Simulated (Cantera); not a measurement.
Charge: 1 mol SiHCl3, a varied amount of N2, 0.2 mol NH3, held at 2123.15 K and 8.70 Pa.

Equilibrium computed with Cantera from the NASA thermochemical tables; the gas is ideal and each condensed phase is pure. Candidate condensed phases: NH4Cl, Si, Si3N4; 28 gas species. The tables' values for SiCl, SiN, SiCl3 are old estimates; treat these amounts as uncertain. The numbers say what is thermodynamically allowed, not how fast it happens.

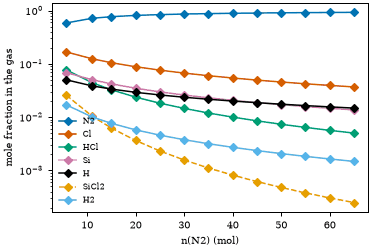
Fig. 1. Equilibrium gas composition (values under 1e-9 drawn at 1e-9)

Read off the mole fractions at 55 mol N2.

N2 about 0.92, Cl about 0.042, H about 0.017, Si about 0.016, HCl about 0.0064, H2 about 0.0018, SiCl2 about 0.00038.
